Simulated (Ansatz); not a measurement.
# ClFO2W: a spread of methods and bases

Aim: run ClFO2W under a spread of inputs, and see what each costs and gives.

Method: the settings change from run to run; program: Ansatz 0.2.0, Gaussian basis.

### 1 The relaxed structure

An earlier PBE0-D4 in a triple-zeta def2 set relaxation fixed the geometry. W takes a core potential in def2 sets; no spin-orbit term is included.

SMILES `[O]=[W](=[O])([F])[Cl]`, 5 atoms, charge 0, spin multiplicity 1.

Atoms are counted from 1 here; the program's logs count them from 0.

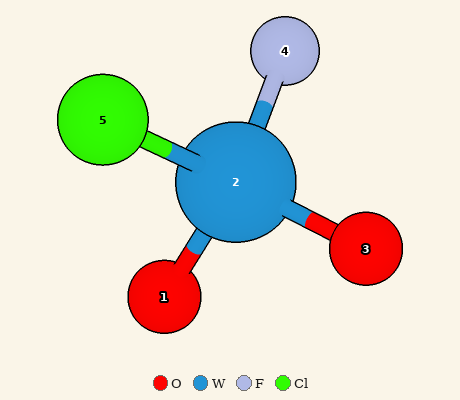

The structure; oxygen red, tungsten blue, fluorine light blue, chlorine green; atoms are numbered from 1 in the order of the file.

As a file:

```xyz
5
charge 0, multiplicity 1
O    -0.5156   -0.6484    1.5045
W     0.0303   -0.0972    0.0004
O     1.7151   -0.2571    0.0058
F    -0.6839   -1.1546   -1.3386
Cl   -0.4960    2.0837   -0.2137
```

### 2 SVWN5/def2-SVPD

This run has atoms shaken by 0.03 Å, the search for lower states set to off.

in.yaml reads:

```yaml
crystal:
  periodic: [false, false, false]
  atoms:
    - {symbol: O, position_ang: [-0.571563, -0.665173, 1.502312]}
    - {symbol: W, position_ang: [0.031207, -0.140604, 0.034759]}
    - {symbol: O, position_ang: [1.733290, -0.270076, 0.083860]}
    - {symbol: F, position_ang: [-0.718083, -1.175369, -1.322784]}
    - {symbol: Cl, position_ang: [-0.535750, 2.081016, -0.185623]}
basis:
  gaussian: {orbitals: def2-SVPD}
hamiltonian: {xc: {name: SVWN5}}
scf: {lower_state_search: off}
output: {forces: true}
```

Started as:

```bash
$ ansatz run in.yaml --threads 4 --pin off --events-out ev --progress --plain --max-ram 10444MiB
```

The log of the run:

```text
Functional definition: SVWN5
  name "SVWN5"
  cite "Dirac, Proc. Camb. Phil. Soc. 26, 376 (1930) doi:10.1017/S0305004100016108"
  cite "Slater, Phys. Rev. 81, 385 (1951) doi:10.1103/PhysRev.81.385"
  cite "Vosko, Wilk & Nusair, Can. J. Phys. 58, 1200 (1980) doi:10.1139/p80-159"
  exchange = slater_x
  correlation = vwn5_c
these checks for a lower state are left out or cut short: stability, starts, cluster_reference, orbital_swaps, neighbouring_geometries, increment
1147 factors; their error is unknown
mean field evaluation 1: about -21047.7062 eV, gradient 1.1e2 eV
mean field evaluation 2: about -20666.5977 eV, gradient 3.5e2 eV
mean field evaluation 4: about -21063.5628 eV, gradient 5.3e1 eV
mean field evaluation 8: about -21068.1743 eV, gradient 2.1e0 eV
mean field evaluation 16: about -21068.1335 eV, gradient 9.6e-3 eV
mean field -21068.13348539 eV, -774.2396250943 hartree, gradient 1.3e-6 eV, S^2 0.000000; 0 other end points of the search recorded, 0 dependent functions left out
the calculation of the forces begins
reference -21068.13353482 eV, -774.2396269110 hartree; 28, 28 occupied and 103, 103 virtual orbitals, 1147 factors
Total energy: -21068.13353482 eV, -774.2396269110 hartree
Atom 0 at    -0.571563    -0.665173     1.502312 Å, force    -0.476244    -0.757881     1.897407 eV/Å
Atom 1 at     0.031207    -0.140604     0.034759 Å, force    -0.072435     1.752885    -2.352679 eV/Å
Atom 2 at     1.733290    -0.270076     0.083860 Å, force     0.046225    -0.201343     0.154295 eV/Å
Atom 3 at    -0.718083    -1.175369    -1.322784 Å, force     0.243990    -0.008074     0.181608 eV/Å
Atom 4 at    -0.535750     2.081016    -0.185623 Å, force     0.258463    -0.785588     0.119369 eV/Å
Dipole moment:    -0.174332     0.147280    -0.196315 e Å
Checks for a lower state left out: stability, starts, cluster_reference, orbital_swaps, neighbouring_geometries, increment
```

It took 0.8 s on 4 threads of AMD EPYC 7B13, shared host.

Largest force 2.935 eV/Å, dipole 1.45 D.

### 3 r2SCANh/def2-TZVPD

This run has coordinates scaled by 1.12, D3(BJ) dispersion.

in.yaml reads:

```yaml
crystal:
  periodic: [false, false, false]
  atoms:
    - {symbol: O, position_ang: [-0.577523, -0.726187, 1.685094]}
    - {symbol: W, position_ang: [0.033959, -0.108914, 0.000492]}
    - {symbol: O, position_ang: [1.920944, -0.288008, 0.006478]}
    - {symbol: F, position_ang: [-0.765923, -1.293151, -1.499188]}
    - {symbol: Cl, position_ang: [-0.555570, 2.333716, -0.239355]}
basis:
  gaussian: {orbitals: def2-TZVPD}
hamiltonian: {xc: {name: r2SCANh}, dispersion: d3bj}
```

The command is unchanged.

The log of the run, cut to the lines that bear on the results:

```text
Warning: the engine holds no damping parameters fitted to this dispersion correction and functional, so the run takes those fitted to r2scanh beside the three-body term, which d3bj leaves out (hamiltonian.dispersion, under Limitations)
Functional definition: r2SCANh
  name "r2SCANh"
  cite "Bursch, Neugebauer, Ehlert & Grimme, J. Chem. Phys. 156, 134105 (2022) doi:10.1063/5.0086040"
  cite "Furness, Kaplan, Ning, Perdew & Sun, J. Phys. Chem. Lett. 11, 8208 (2020) doi:10.1021/acs.jpclett.0c02405"
  cite "Furness, Kaplan, Ning, Perdew & Sun, J. Phys. Chem. Lett. 11, 9248 (2020) doi:10.1021/acs.jpclett.0c03077"
  parent r2scan
[...]
1191 factors; their error is unknown
[...]
mean field -21162.03069206 eV, -777.6902837936 hartree, gradient 5.4e-5 eV, S^2 0.000000; 0 other end points of the search recorded, 0 dependent functions left out
reference -21162.03071948 eV, -777.6902848014 hartree; 28, 28 occupied and 181, 181 virtual orbitals, 1191 factors
Total energy: -21162.06562777 eV, -777.6915676573 hartree
```

Wall time 3.9 s (4 threads of AMD EPYC 7B13, shared host); peak memory 0.47 GiB.

### 4 B97/ANO-RCC-VTZP

Set apart from the defaults: charge -1, multiplicity 2, finite nuclei, the search for lower states set to off.

in.yaml reads:

```yaml
crystal:
  periodic: [false, false, false]
  atoms:
    - {symbol: O, position_ang: [-0.515645, -0.648381, 1.504548]}
    - {symbol: W, position_ang: [0.030321, -0.097244, 0.000439]}
    - {symbol: O, position_ang: [1.715128, -0.257150, 0.005784]}
    - {symbol: F, position_ang: [-0.683860, -1.154599, -1.338560]}
    - {symbol: Cl, position_ang: [-0.496045, 2.083675, -0.213710]}
basis:
  gaussian: {orbitals: ANO-RCC-VTZP, nuclear_model: gaussian}
total_charge: -1
magnetization: {spin_polarized: true, initial_magnetization: 1}
hamiltonian: {xc: {name: B97}}
scf: {lower_state_search: off}
```

The command is unchanged.

The log of the run, cut to the lines that bear on the results:

```text
Functional definition: B97
  name "B97"
  cite "Becke, J. Chem. Phys. 107, 8554 (1997) doi:10.1063/1.475007"
[...]
      + integral(e_c_pw_opposite_spin*poly(b97_u_opposite, cos0, cos1, cos2))
[...]
1729 factors; integrals over basis functions are off by at most 8.7e-4 eV
[...]
mean field -458666.29100436 eV, -16855.6752992320 hartree, gradient 5.8e-6 eV, S^2 0.752951; 0 other end points of the search recorded, 0 dependent functions left out
reference -458666.29104314 eV, -16855.6753006569 hartree; 59, 58 occupied and 169, 170 virtual orbitals, 1729 factors
Total energy: -458666.29104314 eV, -16855.6753006569 hartree
Relativity: scalar
Checks for a lower state left out: stability, starts, cluster_reference, orbital_swaps, neighbouring_geometries, increment
```

It took 26 s on 4 threads of AMD EPYC 7B13, shared host; peak memory 1 GiB.

⟨S²⟩ 0.753.

### 5 wB97X/def2-TZVP

Options: multiplicity 3, atoms shaken by 0.15 Å, a grid of angular degree 11.

in.yaml reads:

```yaml
crystal:
  periodic: [false, false, false]
  atoms:
    - {symbol: O, position_ang: [-0.619362, -0.589496, 1.540327]}
    - {symbol: W, position_ang: [-0.094714, 0.223379, -0.335870]}
    - {symbol: O, position_ang: [1.610433, -0.276022, 0.115164]}
    - {symbol: F, position_ang: [-0.561291, -1.206812, -1.304021]}
    - {symbol: Cl, position_ang: [-0.494759, 2.239996, -0.277629]}
basis:
  gaussian: {orbitals: def2-TZVP, final_grid: {core_spheres: 5, valence_spheres: 4, degree: 11}}
magnetization: {spin_polarized: true, initial_magnetization: 2}
hamiltonian: {xc: {name: wB97X}}
output: {forces: true}
```

The command is unchanged.

The log of the run, cut to the lines that bear on the results:

```text
Functional definition: wB97X
  name "wB97X"
  cite "Chai & Head-Gordon, J. Chem. Phys. 128, 084106 (2008) doi:10.1063/1.2834918"
  cite "Becke, J. Chem. Phys. 107, 8554 (1997) doi:10.1063/1.475007"
[...]
  # The coefficients of nought are those of the uniform gas.
[...]
      + exact_x_lr(omega)
[...]
      + integral(e_c_pw_opposite_spin*poly(b97_u_opposite, 1, cos1, cos2, cos3, cos4))
1089 factors; their error is unknown
194 factors; integrals over basis functions are off by at most 1.7e-5 eV
[...]
mean field -21161.11835446 eV, -777.6567560052 hartree, gradient 5.9e-6 eV, S^2 2.031734; 6 other end points of the search recorded, 0 dependent functions left out
[...]
reference -21161.11831865 eV, -777.6567546892 hartree; 29, 27 occupied and 141, 143 virtual orbitals, 1089 factors
Total energy: -21161.11831865 eV, -777.6567546892 hartree
Atom 0 at    -0.619362    -0.589496     1.540327 Å, force     0.346560     1.561590    -3.081383 eV/Å
Atom 1 at    -0.094714     0.223379    -0.335870 Å, force     6.940250    -7.101117     7.209632 eV/Å
Atom 2 at     1.610433    -0.276022     0.115164 Å, force    -4.441304     1.839166    -1.669011 eV/Å
Atom 3 at    -0.561291    -1.206812    -1.304021 Å, force    -1.387923    -2.185993    -2.274460 eV/Å
Atom 4 at    -0.494759     2.239996    -0.277629 Å, force    -1.457583     5.886354    -0.184778 eV/Å
Dipole moment:    -0.456291     0.705614    -0.597053 e Å
```

Run time: 21 s. Hardware: 4 threads of AMD EPYC 7B13, shared host; peak memory 0.69 GiB.

Largest force 12.271 eV/Å, dipole 4.95 D, ⟨S²⟩ 2.032.

### 6 revPBE0/def2-SVP

Set apart from the defaults: coordinates scaled by 0.96.

in.yaml reads:

```yaml
crystal:
  periodic: [false, false, false]
  atoms:
    - {symbol: O, position_ang: [-0.495019, -0.622446, 1.444366]}
    - {symbol: W, position_ang: [0.029108, -0.093355, 0.000422]}
    - {symbol: O, position_ang: [1.646523, -0.246864, 0.005553]}
    - {symbol: F, position_ang: [-0.656506, -1.108415, -1.285018]}
    - {symbol: Cl, position_ang: [-0.476203, 2.000328, -0.205162]}
basis:
  gaussian: {orbitals: def2-SVP}
hamiltonian: {xc: {name: revPBE0}}
```

The command is unchanged.

The log of the run, cut to the lines that bear on the results:

```text
Functional definition: revPBE0
  name "revPBE0"
  cite "Zhang & Yang, Phys. Rev. Lett. 80, 890 (1998) doi:10.1103/PhysRevLett.80.890"
  cite "Adamo & Barone, J. Chem. Phys. 110, 6158 (1999) doi:10.1063/1.478522"
  cite "Perdew, Burke & Ernzerhof, Phys. Rev. Lett. 77, 3865 (1996) doi:10.1103/PhysRevLett.77.3865"
[...]
853 factors; integrals over basis functions are off by at most 8.8e-4 eV
[...]
mean field -21149.53637067 eV, -777.2311259515 hartree, gradient 3.6e-5 eV, S^2 0.000000; 0 other end points of the search recorded, 0 dependent functions left out
reference -21149.53642941 eV, -777.2311281101 hartree; 28, 28 occupied and 64, 64 virtual orbitals, 853 factors
Total energy: -21149.53642941 eV, -777.2311281101 hartree
```

Run time: 1.3 s. Hardware: 4 threads of AMD EPYC 7B13, shared host.

### 7 wB97X-V/def2-TZVPP

in.yaml reads:

```yaml
crystal:
  periodic: [false, false, false]
  atoms:
    - {symbol: O, position_ang: [-0.515645, -0.648381, 1.504548]}
    - {symbol: W, position_ang: [0.030321, -0.097244, 0.000439]}
    - {symbol: O, position_ang: [1.715128, -0.257150, 0.005784]}
    - {symbol: F, position_ang: [-0.683860, -1.154599, -1.338560]}
    - {symbol: Cl, position_ang: [-0.496045, 2.083675, -0.213710]}
basis:
  gaussian: {orbitals: def2-TZVPP}
hamiltonian: {xc: {name: wB97X-V}}
```

The command is unchanged.

The log of the run, cut to the lines that bear on the results:

```text
Functional definition: wB97X-V
  name "wB97X-V"
  cite "Mardirossian & Head-Gordon, Phys. Chem. Chem. Phys. 16, 9904 (2014) doi:10.1039/C3CP54374A"
  cite "Becke, J. Chem. Phys. 107, 8554 (1997) doi:10.1063/1.475007"
  cite "Vydrov & Van Voorhis, J. Chem. Phys. 133, 244103 (2010) doi:10.1063/1.3521275"
[...]
      + integral(e_c_pw_opposite_spin*poly(b97_u_opposite, cos0, cos1)) + vv10(b, c)
1120 factors; their error is unknown
195 factors; integrals over basis functions are off by at most 3.3e-5 eV
[...]
mean field -21163.63708835 eV, -777.7493177683 hartree, gradient 2.0e-5 eV, S^2 0.000000; 0 other end points of the search recorded, 0 dependent functions left out
reference -21163.63708651 eV, -777.7493177010 hartree; 28, 28 occupied and 163, 163 virtual orbitals, 1120 factors
Total energy: -21163.63708651 eV, -777.7493177010 hartree
```

Wall time 6 s (4 threads of AMD EPYC 7B13, shared host); peak memory 0.59 GiB.

### 8 B97M-V/def2-mTZVPP

This run has atoms shaken by 0.08 Å, a point charge of 1.00 e beside it.

in.yaml reads:

```yaml
crystal:
  periodic: [false, false, false]
  atoms:
    - {symbol: O, position_ang: [-0.495262, -0.654968, 1.615884]}
    - {symbol: W, position_ang: [-0.181032, -0.118811, -0.015883]}
    - {symbol: O, position_ang: [1.635839, -0.250459, -0.108536]}
    - {symbol: F, position_ang: [-0.612817, -1.047885, -1.328542]}
    - {symbol: Cl, position_ang: [-0.538827, 2.230059, -0.271727]}
basis:
  gaussian: {orbitals: def2-mTZVPP, point_charges: [{charge: 1.00, position_ang: [4.403, -0.110, -0.990]}]}
hamiltonian: {xc: {name: B97M-V}}
output: {forces: true}
```

Launched as before.

The log of the run, cut to the lines that bear on the results:

```text
Functional definition: B97M-V
  name "B97M-V"
  cite "Mardirossian & Head-Gordon, J. Chem. Phys. 142, 074111 (2015) doi:10.1063/1.4907719"
  cite "Becke, J. Chem. Phys. 107, 8554 (1997) doi:10.1063/1.475007"
  cite "Vydrov & Van Voorhis, J. Chem. Phys. 133, 244103 (2010) doi:10.1063/1.3521275"
  # Of w^i u^j: cxij and so on, Table III.
[...]
  gx(w, u) = cx00 + cx01*u + cx02*u^2 + (cx10 + cx11*u)*w
  gss(w, u) = css00 + css02*u^2 + css10*w + (css32*w^3 + css42*w^4)*u^2
  gos(w, u) = cos00 + cos01*u + cos03*u^3 + cos10*w + cos32*w^3*u^2
[...]
      + integral(e_c_pw_mod_opposite_spin*gos(b97_w_opposite, b97_u_opposite)) + vv10(b, c)
1058 factors; their error is unknown
[...]
mean field -21161.52118006 eV, -777.6715595729 hartree, gradient 2.2e-5 eV, S^2 0.000000; 0 other end points of the search recorded, 0 dependent functions left out
[...]
reference -21161.52123109 eV, -777.6715614485 hartree; 28, 28 occupied and 107, 107 virtual orbitals, 1058 factors
Total energy: -21161.52123109 eV, -777.6715614485 hartree
Atom 0 at    -0.495262    -0.654968     1.615884 Å, force    -0.398691     0.240927    -2.397571 eV/Å
Atom 1 at    -0.181032    -0.118811    -0.015883 Å, force     7.534157     6.926451     9.105807 eV/Å
Atom 2 at     1.635839    -0.250459    -0.108536 Å, force    -3.285816     0.401847    -0.115550 eV/Å
Atom 3 at    -0.612817    -1.047885    -1.328542 Å, force    -3.294789    -5.651166    -7.010734 eV/Å
Atom 4 at    -0.538827     2.230059    -0.271727 Å, force    -0.025415    -1.890198     0.199497 eV/Å
Dipole moment:    -0.962537     0.002536    -0.300795 e Å
```

Wall time 4.7 s (4 threads of AMD EPYC 7B13, shared host); peak memory 0.27 GiB.

Largest force 13.699 eV/Å, dipole 4.84 D.

### 9 wB97X-V/def2-SVPD

in.yaml reads:

```yaml
crystal:
  periodic: [false, false, false]
  atoms:
    - {symbol: O, position_ang: [-0.515645, -0.648381, 1.504548]}
    - {symbol: W, position_ang: [0.030321, -0.097244, 0.000439]}
    - {symbol: O, position_ang: [1.715128, -0.257150, 0.005784]}
    - {symbol: F, position_ang: [-0.683860, -1.154599, -1.338560]}
    - {symbol: Cl, position_ang: [-0.496045, 2.083675, -0.213710]}
basis:
  gaussian: {orbitals: def2-SVPD}
hamiltonian: {xc: {name: wB97X-V}}
output: {forces: true}
```

Same command.

The log of the run, cut to the lines that bear on the results:

```text
Functional definition: wB97X-V
  name "wB97X-V"
  cite "Mardirossian & Head-Gordon, Phys. Chem. Chem. Phys. 16, 9904 (2014) doi:10.1039/C3CP54374A"
  cite "Becke, J. Chem. Phys. 107, 8554 (1997) doi:10.1063/1.475007"
  cite "Vydrov & Van Voorhis, J. Chem. Phys. 133, 244103 (2010) doi:10.1063/1.3521275"
[...]
      + integral(e_c_pw_opposite_spin*poly(b97_u_opposite, cos0, cos1)) + vv10(b, c)
1162 factors; their error is unknown
355 factors; integrals over basis functions are off by at most 1.7e-5 eV
[...]
mean field -21150.80363477 eV, -777.2776970480 hartree, gradient 7.5e-6 eV, S^2 0.000000; 0 other end points of the search recorded, 0 dependent functions left out
[...]
reference -21150.80363224 eV, -777.2776969551 hartree; 28, 28 occupied and 103, 103 virtual orbitals, 1162 factors
Total energy: -21150.80363224 eV, -777.2776969551 hartree
Atom 0 at    -0.515645    -0.648381     1.504548 Å, force     0.049384     0.013868    -0.050965 eV/Å
Atom 1 at     0.030321    -0.097244     0.000439 Å, force     0.293852    -0.093173     0.413050 eV/Å
Atom 2 at     1.715128    -0.257150     0.005784 Å, force    -0.066741    -0.006498     0.027055 eV/Å
Atom 3 at    -0.683860    -1.154599    -1.338560 Å, force    -0.189067    -0.300156    -0.359760 eV/Å
Atom 4 at    -0.496045     2.083675    -0.213710 Å, force    -0.087428     0.385959    -0.029380 eV/Å
Dipole moment:    -0.193390     0.187750    -0.238834 e Å
```

Run time: 6 s. Hardware: 4 threads of AMD EPYC 7B13, shared host; peak memory 0.46 GiB.

Largest force 0.515 eV/Å, dipole 1.73 D.

### 10 All runs side by side

| level | charge | multiplicity | geometry | functions | energy (eV) | time |
| --- | --- | --- | --- | --- | --- | --- |
| SVWN5/def2-SVPD | 0 | 1 | shaken | 131 | -21068.134 | 0.8 s |
| r2SCANh/def2-TZVPD | 0 | 1 | scaled | 209 | -21162.066 | 3.9 s |
| B97/ANO-RCC-VTZP | -1 | 2 | relaxed | 228 | -458666.291 | 26 s |
| wB97X/def2-TZVP | 0 | 3 | shaken | 170 | -21161.118 | 21 s |
| revPBE0/def2-SVP | 0 | 1 | scaled | 92 | -21149.536 | 1.3 s |
| wB97X-V/def2-TZVPP | 0 | 1 | relaxed | 191 | -21163.637 | 6 s |
| B97M-V/def2-mTZVPP | 0 | 1 | shaken, point charge | 135 | -21161.521 | 4.7 s |
| wB97X-V/def2-SVPD | 0 | 1 | relaxed | 131 | -21150.804 | 6 s |

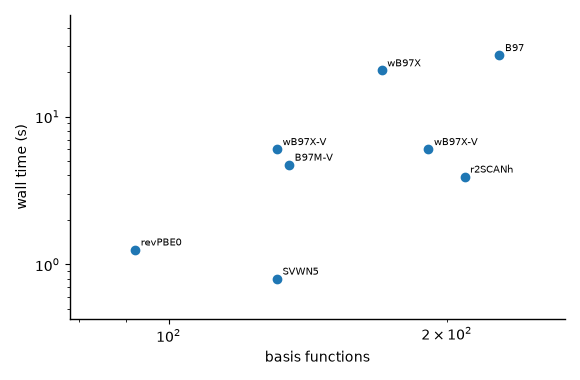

Wall time against the number of basis functions (shared host).

### 11 Summary of results

| quantity | value |
| --- | --- |
| runs | 8 |
| quickest | SVWN5/def2-SVPD, 0.8 s |
| slowest | B97/ANO-RCC-VTZP, 26 s |
| spread of total energies, same state and geometry | 12.8 eV |

In words: Run time spans a factor of 33, from SVWN5/def2-SVPD to B97/ANO-RCC-VTZP. The jobs differ in tasks and options as well as level. Total energies at one charge and spin differ by 13 eV between levels, so only differences within one level mean anything. At the PBE0-D4/def2-TZVP geometry and in the same state, runs without warnings or point charges leave forces up to 0.52 eV/Å (wB97X-V/def2-SVPD), against 2.9 eV/Å where the atoms were moved.
